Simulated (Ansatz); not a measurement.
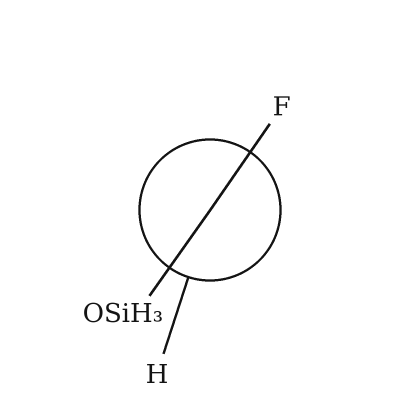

A Newman projection along the Al–S bond, aluminium in front; angles are drawn as computed, but eclipsed bonds slightly apart. Computed geometry: PBE-D4/def2-SVP optimisation. No frequency run is at hand to confirm it as a minimum.

Which molecule is it?

Answer. AlFH4OSSi, [F][Al]([SH])[O][SiH3]

What is the torsion angle from the front F to the back H? The sign is positive where the front bond must turn clockwise to cover the back bond.

Answer. 180°, antiperiplanar (anti).
